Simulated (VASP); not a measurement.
Band structure of LiAgF₂ (space group R-3m). These are LDA (Ceperley-Alder, Perdew-Zunger), VASP's LDA PAW potentials (set 64) (plane waves; VASP) values and carry that method's errors.

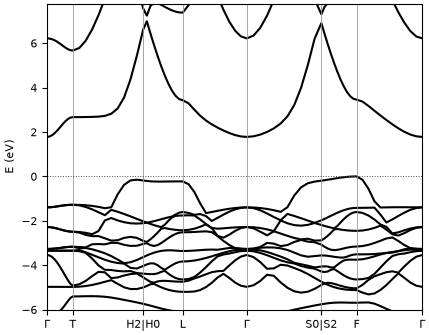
Figure: Bands along high-symmetry lines, zero at the valence-band maximum or, without a gap, the Fermi level

Problem. Read the plot: is there a gap, and where are the band edges?

Solution. The gap is indirect, 1.78 eV, from the valence maximum at F to the conduction minimum at Γ. (Edges off the drawn lines would not show.)

The structure comes from a computed database's LiAgF2 entry (R-3m); how it stands against other phases isn't given here. It was relaxed first, which changed the volume by -15 %.
